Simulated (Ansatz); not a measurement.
# CuNH (doublet): PBE, BLYP, r2SCAN, B97M-V, PBE0, B3LYP, wB97M-V over vertical spin and charge gaps, def2-QZVPP

How well do these functionals follow the top wave-function level for CuNH (doublet) over vertical spin and charge gaps?

Computed with Ansatz 0.2.0, Gaussian basis. Level: def2-QZVPP, all electrons in the functionals.

The runs, in order: PBE, BLYP, r2SCAN, B97M-V, PBE0, B3LYP, wB97M-V, at charge 0, doublet; charge 0, quartet; charge 1, singlet; charge 1, triplet.

2 further runs of the same task are left out: 2 set aside as unsound or not needed. Runs told in other sessions of the task aren't counted.

**1. The geometry**

The geometry is a PBE0/def2-TZVP stationary point (not a proven minimum).

3 atoms, charge 0, spin multiplicity 2.

Atoms are counted from 1 here; the program's logs count them from 0.

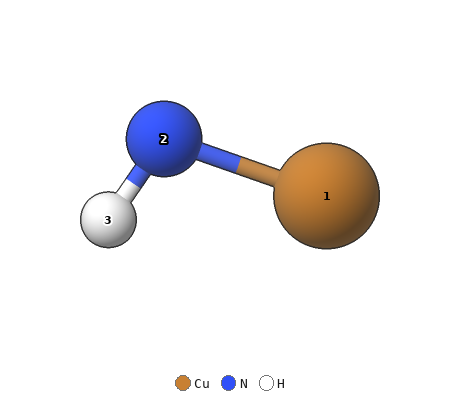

The geometry (copper orange, nitrogen blue, hydrogen white); atoms are numbered from 1 in the order of the file.

No dispersion term is added; B97M-V, wB97M-V hold VV10 nonlocal correlation. B3LYP takes the VWN-RPA correlation.

The geometry shown and the zero of energy belong to the point charge 0, doublet. The yardstick, UCCSD(T), and other wave-function levels (R restricted, U unrestricted, valence and pair active spaces) come from earlier runs.

**2. PBE, charge 0, doublet**

The input, in.yaml:

```yaml
crystal:
  periodic: [false, false, false]
  atoms:
    - {symbol: Cu, position_ang: [0.000000, 0.015641, 0.350073]}
    - {symbol: N, position_ang: [0.000000, -0.131422, -1.458118]}
    - {symbol: H, position_ang: [0.000000, 0.840171, -1.807978]}
basis:
  gaussian: {orbitals: "def2-QZVPP.json"}
magnetization: {spin_polarized: true, initial_magnetization: 1}
hamiltonian: {xc: {name: PBE}}
output: {orbitals: {seedname: orbitals}}
```

The run is started by

```sh
$ ansatz run in.yaml --threads 2 --pin off --events-out ev --progress --plain --max-ram 24576MiB --backend cuda --devices 0, --max-vram 18GiB
```

The log of the run, shortened:

```text
Functional definition: PBE
  name "PBE"
  cite "Perdew, Burke & Ernzerhof, Phys. Rev. Lett. 77, 3865 (1996) doi:10.1103/PhysRevLett.77.3865"
  parent pbe
[...]
793 factors; their error is unknown
[...]
mean field -46138.58458364 eV, -1695.5617095928 hartree, gradient 7.2e-5 eV, S^2 0.760220; 5 other end points of the search recorded, 0 dependent functions left out
reference -46138.58462705 eV, -1695.5617111880 hartree; 19, 18 occupied and 168, 169 virtual orbitals, 793 factors
Total energy: -46138.58462705 eV, -1695.5617111880 hartree
```

Run time: 12 s. Hardware: 1 × H100 (card shared with other runs) with 2 threads of AMD EPYC 7R13, shared host; peak host memory 0.79 GiB.

From the report: ⟨S²⟩ of the determinant 0.760 (pure doublet: 0.75).

**3. PBE, charge 0, quartet**

Edit in.yaml of step 2 so:

```diff
@@ -8,3 +8,3 @@
   gaussian: {orbitals: "def2-QZVPP.json"}
-magnetization: {spin_polarized: true, initial_magnetization: 1}
+magnetization: {spin_polarized: true, initial_magnetization: 3}
 hamiltonian: {xc: {name: PBE}}
```

Launched as before.

The log of the run, shortened:

```text
Functional definition: PBE
  name "PBE"
  cite "Perdew, Burke & Ernzerhof, Phys. Rev. Lett. 77, 3865 (1996) doi:10.1103/PhysRevLett.77.3865"
  parent pbe
[...]
793 factors; their error is unknown
[...]
mean field -46136.79322199 eV, -1695.4958782665 hartree, gradient 4.7e-5 eV, S^2 3.757326; 5 other end points of the search recorded, 0 dependent functions left out
reference -46136.79326871 eV, -1695.4958799834 hartree; 20, 17 occupied and 167, 170 virtual orbitals, 793 factors
Total energy: -46136.79326871 eV, -1695.4958799834 hartree
```

Wall time 17 s (1 × H100 (card shared with other runs) with 2 threads of AMD EPYC 7R13, shared host); peak host memory 0.8 GiB.

From the report: ⟨S²⟩ of the determinant 3.757 (pure quartet: 3.75).

From charge 0, doublet: +1.791 eV.

**4. PBE, charge 1, singlet**

Edit in.yaml of step 3 so:

```diff
@@ -8,3 +8,4 @@
   gaussian: {orbitals: "def2-QZVPP.json"}
-magnetization: {spin_polarized: true, initial_magnetization: 3}
+total_charge: 1
+magnetization: {spin_polarized: true, initial_magnetization: 0}
 hamiltonian: {xc: {name: PBE}}
```

The command is unchanged.

The log of the run, shortened:

```text
Functional definition: PBE
  name "PBE"
  cite "Perdew, Burke & Ernzerhof, Phys. Rev. Lett. 77, 3865 (1996) doi:10.1103/PhysRevLett.77.3865"
  parent pbe
[...]
793 factors; their error is unknown
[...]
mean field -46129.38986056 eV, -1695.2238097523 hartree, gradient 1.9e-6 eV, S^2 0.900391; 18 other end points of the search recorded, 0 dependent functions left out
reference -46129.38990114 eV, -1695.2238112435 hartree; 18, 18 occupied and 169, 169 virtual orbitals, 793 factors
Total energy: -46129.38990114 eV, -1695.2238112435 hartree
```

Run time: 26 s. Hardware: 1 × H100 (card shared with other runs) with 2 threads of AMD EPYC 7R13, shared host; peak host memory 0.82 GiB.

From the report: ⟨S²⟩ of the determinant 0.900 (pure singlet: 0.00). The determinant of PBE (⟨S²⟩ 0.90) is far from a pure spin state, so its energy mixes those of several spin states; that is harmless only where they are near-degenerate.

From charge 0, doublet: +9.195 eV.

**5. PBE, charge 1, triplet**

Edit in.yaml of step 4 so:

```diff
@@ -9,3 +9,3 @@
 total_charge: 1
-magnetization: {spin_polarized: true, initial_magnetization: 0}
+magnetization: {spin_polarized: true, initial_magnetization: 2}
 hamiltonian: {xc: {name: PBE}}
```

Same command.

The log of the run, shortened:

```text
Functional definition: PBE
  name "PBE"
  cite "Perdew, Burke & Ernzerhof, Phys. Rev. Lett. 77, 3865 (1996) doi:10.1103/PhysRevLett.77.3865"
  parent pbe
[...]
793 factors; their error is unknown
[...]
mean field -46129.68729529 eV, -1695.2347402767 hartree, gradient 3.4e-5 eV, S^2 2.008693; 5 other end points of the search recorded, 0 dependent functions left out
reference -46129.68733594 eV, -1695.2347417706 hartree; 19, 17 occupied and 168, 170 virtual orbitals, 793 factors
Total energy: -46129.68733594 eV, -1695.2347417706 hartree
```

It took 16 s on 1 × H100 (card shared with other runs) with 2 threads of AMD EPYC 7R13, shared host; peak host memory 0.79 GiB.

From the report: ⟨S²⟩ of the determinant 2.009 (pure triplet: 2.00).

From charge 0, doublet: +8.897 eV.

**6. BLYP, charge 0, doublet**

Edit in.yaml of step 5 so:

```diff
@@ -8,5 +8,3 @@
   gaussian: {orbitals: "def2-QZVPP.json"}
-total_charge: 1
-magnetization: {spin_polarized: true, initial_magnetization: 2}
-hamiltonian: {xc: {name: PBE}}
-output: {orbitals: {seedname: orbitals}}
+magnetization: {spin_polarized: true, initial_magnetization: 1}
+hamiltonian: {xc: {name: BLYP}}
```

The command is unchanged.

The log of the run, shortened:

```text
Functional definition: BLYP
  name "BLYP"
  cite "Becke, Phys. Rev. A 38, 3098 (1988) doi:10.1103/PhysRevA.38.3098"
  cite "Lee, Yang & Parr, Phys. Rev. B 37, 785 (1988) doi:10.1103/PhysRevB.37.785"
[...]
793 factors; their error is unknown
[...]
mean field -46149.44975962 eV, -1695.9609974454 hartree, gradient 1.7e-5 eV, S^2 0.759974; 5 other end points of the search recorded, 0 dependent functions left out
reference -46149.45003162 eV, -1695.9610074412 hartree; 19, 18 occupied and 168, 169 virtual orbitals, 793 factors
Total energy: -46149.45003162 eV, -1695.9610074412 hartree
```

Wall time 17 s (1 × H100 (card shared with other runs) with 2 threads of AMD EPYC 7R13, shared host); peak host memory 0.79 GiB.

From the report: ⟨S²⟩ of the determinant 0.760 (pure doublet: 0.75).

**7. BLYP, charge 0, quartet**

Edit in.yaml of step 6 so:

```diff
@@ -8,3 +8,3 @@
   gaussian: {orbitals: "def2-QZVPP.json"}
-magnetization: {spin_polarized: true, initial_magnetization: 1}
+magnetization: {spin_polarized: true, initial_magnetization: 3}
 hamiltonian: {xc: {name: BLYP}}
```

Same command.

The log of the run, shortened:

```text
Functional definition: BLYP
  name "BLYP"
  cite "Becke, Phys. Rev. A 38, 3098 (1988) doi:10.1103/PhysRevA.38.3098"
  cite "Lee, Yang & Parr, Phys. Rev. B 37, 785 (1988) doi:10.1103/PhysRevB.37.785"
[...]
793 factors; their error is unknown
[...]
mean field -46147.59430940 eV, -1695.8928109074 hartree, gradient 5.2e-5 eV, S^2 3.757015; 8 other end points of the search recorded, 0 dependent functions left out
reference -46147.59457688 eV, -1695.8928207374 hartree; 20, 17 occupied and 167, 170 virtual orbitals, 793 factors
Total energy: -46147.59457688 eV, -1695.8928207374 hartree
```

It took 16 s on 1 × H100 (card shared with other runs) with 2 threads of AMD EPYC 7R13, shared host; peak host memory 0.8 GiB.

From the report: ⟨S²⟩ of the determinant 3.757 (pure quartet: 3.75).

From charge 0, doublet: +1.855 eV.

**8. BLYP, charge 1, singlet**

Edit in.yaml of step 7 so:

```diff
@@ -8,3 +8,4 @@
   gaussian: {orbitals: "def2-QZVPP.json"}
-magnetization: {spin_polarized: true, initial_magnetization: 3}
+total_charge: 1
+magnetization: {spin_polarized: true, initial_magnetization: 0}
 hamiltonian: {xc: {name: BLYP}}
```

Same command.

The log of the run, shortened:

```text
Functional definition: BLYP
  name "BLYP"
  cite "Becke, Phys. Rev. A 38, 3098 (1988) doi:10.1103/PhysRevA.38.3098"
  cite "Lee, Yang & Parr, Phys. Rev. B 37, 785 (1988) doi:10.1103/PhysRevB.37.785"
[...]
793 factors; their error is unknown
[...]
mean field -46140.27811957 eV, -1695.6239458903 hartree, gradient 9.8e-7 eV, S^2 0.880574; 18 other end points of the search recorded, 0 dependent functions left out
reference -46140.27839014 eV, -1695.6239558337 hartree; 18, 18 occupied and 169, 169 virtual orbitals, 793 factors
Total energy: -46140.27839014 eV, -1695.6239558337 hartree
```

Run time: 22 s. Hardware: 1 × H100 (card shared with other runs) with 2 threads of AMD EPYC 7R13, shared host; peak host memory 0.82 GiB.

From the report: ⟨S²⟩ of the determinant 0.881 (pure singlet: 0.00). The determinant of BLYP (⟨S²⟩ 0.88) is far from a pure spin state, so its energy mixes those of several spin states; that is harmless only where they are near-degenerate.

From charge 0, doublet: +9.172 eV.

**9. BLYP, charge 1, triplet**

Edit in.yaml of step 8 so:

```diff
@@ -9,3 +9,3 @@
 total_charge: 1
-magnetization: {spin_polarized: true, initial_magnetization: 0}
+magnetization: {spin_polarized: true, initial_magnetization: 2}
 hamiltonian: {xc: {name: BLYP}}
```

Same command.

The log of the run, shortened:

```text
Functional definition: BLYP
  name "BLYP"
  cite "Becke, Phys. Rev. A 38, 3098 (1988) doi:10.1103/PhysRevA.38.3098"
  cite "Lee, Yang & Parr, Phys. Rev. B 37, 785 (1988) doi:10.1103/PhysRevB.37.785"
[...]
793 factors; their error is unknown
[...]
mean field -46140.52968485 eV, -1695.6331907440 hartree, gradient 2.6e-5 eV, S^2 2.008511; 5 other end points of the search recorded, 0 dependent functions left out
reference -46140.52995383 eV, -1695.6332006287 hartree; 19, 17 occupied and 168, 170 virtual orbitals, 793 factors
Total energy: -46140.52995383 eV, -1695.6332006287 hartree
```

Run time: 13 s. Hardware: 1 × H100 (card shared with other runs) with 2 threads of AMD EPYC 7R13, shared host; peak host memory 0.79 GiB.

From the report: ⟨S²⟩ of the determinant 2.009 (pure triplet: 2.00).

From charge 0, doublet: +8.920 eV.

**10. r2SCAN, charge 0, doublet**

Edit in.yaml of step 9 so:

```diff
@@ -8,4 +8,3 @@
   gaussian: {orbitals: "def2-QZVPP.json"}
-total_charge: 1
-magnetization: {spin_polarized: true, initial_magnetization: 2}
-hamiltonian: {xc: {name: BLYP}}
+magnetization: {spin_polarized: true, initial_magnetization: 1}
+hamiltonian: {xc: {name: r2SCAN}}
```

The command is unchanged.

The log of the run, shortened:

```text
Functional definition: r2SCAN
  name "r2SCAN"
  cite "Furness, Kaplan, Ning, Perdew & Sun, J. Phys. Chem. Lett. 11, 8208 (2020) doi:10.1021/acs.jpclett.0c02405"
  cite "Furness, Kaplan, Ning, Perdew & Sun, J. Phys. Chem. Lett. 11, 9248 (2020) doi:10.1021/acs.jpclett.0c03077"
  parent r2scan
[...]
793 factors; their error is unknown
[...]
mean field -46145.55716156 eV, -1695.8179471052 hartree, gradient 5.3e-5 eV, S^2 0.766347; 5 other end points of the search recorded, 0 dependent functions left out
reference -46145.55718446 eV, -1695.8179479467 hartree; 19, 18 occupied and 168, 169 virtual orbitals, 793 factors
Total energy: -46145.55718446 eV, -1695.8179479467 hartree
```

Run time: 11 s. Hardware: 1 × H100 (card shared with other runs) with 2 threads of AMD EPYC 7R13, shared host; peak host memory 0.83 GiB.

From the report: ⟨S²⟩ of the determinant 0.766 (pure doublet: 0.75).

**11. r2SCAN, charge 0, quartet**

Edit in.yaml of step 10 so:

```diff
@@ -8,3 +8,3 @@
   gaussian: {orbitals: "def2-QZVPP.json"}
-magnetization: {spin_polarized: true, initial_magnetization: 1}
+magnetization: {spin_polarized: true, initial_magnetization: 3}
 hamiltonian: {xc: {name: r2SCAN}}
```

The command is unchanged.

The log of the run, shortened:

```text
Functional definition: r2SCAN
  name "r2SCAN"
  cite "Furness, Kaplan, Ning, Perdew & Sun, J. Phys. Chem. Lett. 11, 8208 (2020) doi:10.1021/acs.jpclett.0c02405"
  cite "Furness, Kaplan, Ning, Perdew & Sun, J. Phys. Chem. Lett. 11, 9248 (2020) doi:10.1021/acs.jpclett.0c03077"
  parent r2scan
[...]
793 factors; their error is unknown
[...]
mean field -46144.02262259 eV, -1695.7615538382 hartree, gradient 2.4e-5 eV, S^2 3.764009; 9 other end points of the search recorded, 0 dependent functions left out
reference -46144.02264524 eV, -1695.7615546707 hartree; 20, 17 occupied and 167, 170 virtual orbitals, 793 factors
Total energy: -46144.02264524 eV, -1695.7615546707 hartree
```

Run time: 18 s. Hardware: 1 × H100 (card shared with other runs) with 2 threads of AMD EPYC 7R13, shared host; peak host memory 0.84 GiB.

From the report: ⟨S²⟩ of the determinant 3.764 (pure quartet: 3.75).

From charge 0, doublet: +1.535 eV.

**12. r2SCAN, charge 1, singlet**

Edit in.yaml of step 11 so:

```diff
@@ -8,3 +8,4 @@
   gaussian: {orbitals: "def2-QZVPP.json"}
-magnetization: {spin_polarized: true, initial_magnetization: 3}
+total_charge: 1
+magnetization: {spin_polarized: true, initial_magnetization: 0}
 hamiltonian: {xc: {name: r2SCAN}}
```

Launched as before.

The log of the run, shortened:

```text
Functional definition: r2SCAN
  name "r2SCAN"
  cite "Furness, Kaplan, Ning, Perdew & Sun, J. Phys. Chem. Lett. 11, 8208 (2020) doi:10.1021/acs.jpclett.0c02405"
  cite "Furness, Kaplan, Ning, Perdew & Sun, J. Phys. Chem. Lett. 11, 9248 (2020) doi:10.1021/acs.jpclett.0c03077"
  parent r2scan
[...]
793 factors; their error is unknown
[...]
mean field -46136.56247831 eV, -1695.4873985927 hartree, gradient 4.3e-6 eV, S^2 0.950833; 20 other end points of the search recorded, 0 dependent functions left out
reference -46136.56249199 eV, -1695.4873990952 hartree; 18, 18 occupied and 169, 169 virtual orbitals, 793 factors
Total energy: -46136.56249199 eV, -1695.4873990952 hartree
```

It took 30 s on 1 × H100 (card shared with other runs) with 2 threads of AMD EPYC 7R13, shared host; peak host memory 0.85 GiB.

From the report: ⟨S²⟩ of the determinant 0.951 (pure singlet: 0.00). The determinant of r2SCAN (⟨S²⟩ 0.95) is far from a pure spin state, so its energy mixes those of several spin states; that is harmless only where they are near-degenerate.

From charge 0, doublet: +8.995 eV.

**13. r2SCAN, charge 1, triplet**

Edit in.yaml of step 12 so:

```diff
@@ -9,3 +9,3 @@
 total_charge: 1
-magnetization: {spin_polarized: true, initial_magnetization: 0}
+magnetization: {spin_polarized: true, initial_magnetization: 2}
 hamiltonian: {xc: {name: r2SCAN}}
```

Same command.

The log of the run, shortened:

```text
Functional definition: r2SCAN
  name "r2SCAN"
  cite "Furness, Kaplan, Ning, Perdew & Sun, J. Phys. Chem. Lett. 11, 8208 (2020) doi:10.1021/acs.jpclett.0c02405"
  cite "Furness, Kaplan, Ning, Perdew & Sun, J. Phys. Chem. Lett. 11, 9248 (2020) doi:10.1021/acs.jpclett.0c03077"
  parent r2scan
[...]
793 factors; their error is unknown
[...]
mean field -46136.88622358 eV, -1695.4992960117 hartree, gradient 1.2e-5 eV, S^2 2.016257; 0 other end points of the search recorded, 0 dependent functions left out
reference -46136.88623727 eV, -1695.4992965150 hartree; 19, 17 occupied and 168, 170 virtual orbitals, 793 factors
Total energy: -46136.88623727 eV, -1695.4992965150 hartree
```

Run time: 6 s. Hardware: 1 × H100 (card shared with other runs) with 2 threads of AMD EPYC 7R13, shared host; peak host memory 0.82 GiB.

From the report: ⟨S²⟩ of the determinant 2.016 (pure triplet: 2.00).

From charge 0, doublet: +8.671 eV.

**14. B97M-V, charge 0, doublet**

Edit in.yaml of step 13 so:

```diff
@@ -8,4 +8,3 @@
   gaussian: {orbitals: "def2-QZVPP.json"}
-total_charge: 1
-magnetization: {spin_polarized: true, initial_magnetization: 2}
-hamiltonian: {xc: {name: r2SCAN}}
+magnetization: {spin_polarized: true, initial_magnetization: 1}
+hamiltonian: {xc: {name: B97M-V}}
```

Same command.

The log of the run, shortened:

```text
Functional definition: B97M-V
  name "B97M-V"
  cite "Mardirossian & Head-Gordon, J. Chem. Phys. 142, 074111 (2015) doi:10.1063/1.4907719"
  cite "Becke, J. Chem. Phys. 107, 8554 (1997) doi:10.1063/1.475007"
  cite "Vydrov & Van Voorhis, J. Chem. Phys. 133, 244103 (2010) doi:10.1063/1.3521275"
  # Of w^i u^j: cxij and so on, Table III.
[...]
  gx(w, u) = cx00 + cx01*u + cx02*u^2 + (cx10 + cx11*u)*w
[...]
  gos(w, u) = cos00 + cos01*u + cos03*u^3 + cos10*w + cos32*w^3*u^2
[...]
      + integral(e_c_pw_mod_opposite_spin*gos(b97_w_opposite, b97_u_opposite)) + vv10(b, c)
793 factors; their error is unknown
[...]
mean field -46137.15296380 eV, -1695.5090985343 hartree, gradient 1.9e-5 eV, S^2 0.770410; 4 other end points of the search recorded, 0 dependent functions left out
reference -46137.15302731 eV, -1695.5091008681 hartree; 19, 18 occupied and 168, 169 virtual orbitals, 793 factors
Total energy: -46137.15302731 eV, -1695.5091008681 hartree
```

Run time: 16 s. Hardware: 1 × H100 (card shared with other runs) with 2 threads of AMD EPYC 7R13, shared host; peak host memory 0.89 GiB.

From the report: ⟨S²⟩ of the determinant 0.770 (pure doublet: 0.75).

**15. B97M-V, charge 0, quartet**

Edit in.yaml of step 14 so:

```diff
@@ -8,3 +8,3 @@
   gaussian: {orbitals: "def2-QZVPP.json"}
-magnetization: {spin_polarized: true, initial_magnetization: 1}
+magnetization: {spin_polarized: true, initial_magnetization: 3}
 hamiltonian: {xc: {name: B97M-V}}
```

The command is unchanged.

The log of the run, shortened:

```text
Functional definition: B97M-V
  name "B97M-V"
  cite "Mardirossian & Head-Gordon, J. Chem. Phys. 142, 074111 (2015) doi:10.1063/1.4907719"
  cite "Becke, J. Chem. Phys. 107, 8554 (1997) doi:10.1063/1.475007"
  cite "Vydrov & Van Voorhis, J. Chem. Phys. 133, 244103 (2010) doi:10.1063/1.3521275"
  # Of w^i u^j: cxij and so on, Table III.
[...]
  gx(w, u) = cx00 + cx01*u + cx02*u^2 + (cx10 + cx11*u)*w
[...]
  gos(w, u) = cos00 + cos01*u + cos03*u^3 + cos10*w + cos32*w^3*u^2
[...]
      + integral(e_c_pw_mod_opposite_spin*gos(b97_w_opposite, b97_u_opposite)) + vv10(b, c)
793 factors; their error is unknown
[...]
mean field -46135.38783781 eV, -1695.4442313504 hartree, gradient 1.6e-5 eV, S^2 3.760813; 10 other end points of the search recorded, 0 dependent functions left out
reference -46135.38790276 eV, -1695.4442337373 hartree; 20, 17 occupied and 167, 170 virtual orbitals, 793 factors
Total energy: -46135.38790276 eV, -1695.4442337373 hartree
```

It took 18 s on 1 × H100 (card shared with other runs) with 2 threads of AMD EPYC 7R13, shared host; peak host memory 0.9 GiB.

From the report: ⟨S²⟩ of the determinant 3.761 (pure quartet: 3.75).

From charge 0, doublet: +1.765 eV.

**16. B97M-V, charge 1, singlet**

Edit in.yaml of step 15 so:

```diff
@@ -8,3 +8,4 @@
   gaussian: {orbitals: "def2-QZVPP.json"}
-magnetization: {spin_polarized: true, initial_magnetization: 3}
+total_charge: 1
+magnetization: {spin_polarized: true, initial_magnetization: 0}
 hamiltonian: {xc: {name: B97M-V}}
```

Same command.

The log of the run, shortened:

```text
Functional definition: B97M-V
  name "B97M-V"
  cite "Mardirossian & Head-Gordon, J. Chem. Phys. 142, 074111 (2015) doi:10.1063/1.4907719"
  cite "Becke, J. Chem. Phys. 107, 8554 (1997) doi:10.1063/1.475007"
  cite "Vydrov & Van Voorhis, J. Chem. Phys. 133, 244103 (2010) doi:10.1063/1.3521275"
  # Of w^i u^j: cxij and so on, Table III.
[...]
  gx(w, u) = cx00 + cx01*u + cx02*u^2 + (cx10 + cx11*u)*w
[...]
  gos(w, u) = cos00 + cos01*u + cos03*u^3 + cos10*w + cos32*w^3*u^2
[...]
      + integral(e_c_pw_mod_opposite_spin*gos(b97_w_opposite, b97_u_opposite)) + vv10(b, c)
793 factors; their error is unknown
[...]
mean field -46127.99224899 eV, -1695.1724484743 hartree, gradient 9.4e-6 eV, S^2 0.889915; 18 other end points of the search recorded, 0 dependent functions left out
reference -46127.99230553 eV, -1695.1724505520 hartree; 18, 18 occupied and 169, 169 virtual orbitals, 793 factors
Total energy: -46127.99230553 eV, -1695.1724505520 hartree
```

Run time: 33 s. Hardware: 1 × H100 (card shared with other runs) with 2 threads of AMD EPYC 7R13, shared host; peak host memory 0.92 GiB.

From the report: ⟨S²⟩ of the determinant 0.890 (pure singlet: 0.00). The determinant of B97M-V (⟨S²⟩ 0.89) is far from a pure spin state, so its energy mixes those of several spin states; that is harmless only where they are near-degenerate.

From charge 0, doublet: +9.161 eV.

**17. B97M-V, charge 1, triplet**

Edit in.yaml of step 16 so:

```diff
@@ -9,3 +9,3 @@
 total_charge: 1
-magnetization: {spin_polarized: true, initial_magnetization: 0}
+magnetization: {spin_polarized: true, initial_magnetization: 2}
 hamiltonian: {xc: {name: B97M-V}}
```

The command is unchanged.

The log of the run, shortened:

```text
Functional definition: B97M-V
  name "B97M-V"
  cite "Mardirossian & Head-Gordon, J. Chem. Phys. 142, 074111 (2015) doi:10.1063/1.4907719"
  cite "Becke, J. Chem. Phys. 107, 8554 (1997) doi:10.1063/1.475007"
  cite "Vydrov & Van Voorhis, J. Chem. Phys. 133, 244103 (2010) doi:10.1063/1.3521275"
  # Of w^i u^j: cxij and so on, Table III.
[...]
  gx(w, u) = cx00 + cx01*u + cx02*u^2 + (cx10 + cx11*u)*w
[...]
  gos(w, u) = cos00 + cos01*u + cos03*u^3 + cos10*w + cos32*w^3*u^2
[...]
      + integral(e_c_pw_mod_opposite_spin*gos(b97_w_opposite, b97_u_opposite)) + vv10(b, c)
793 factors; their error is unknown
[...]
mean field -46128.36833122 eV, -1695.1862692413 hartree, gradient 6.8e-5 eV, S^2 2.016346; 0 other end points of the search recorded, 0 dependent functions left out
reference -46128.36838727 eV, -1695.1862713012 hartree; 19, 17 occupied and 168, 170 virtual orbitals, 793 factors
Total energy: -46128.36838727 eV, -1695.1862713012 hartree
```

Run time: 9 s. Hardware: 1 × H100 (card shared with other runs) with 2 threads of AMD EPYC 7R13, shared host; peak host memory 0.89 GiB.

From the report: ⟨S²⟩ of the determinant 2.016 (pure triplet: 2.00).

From charge 0, doublet: +8.785 eV.

(Part 1 of 2 ends here.)
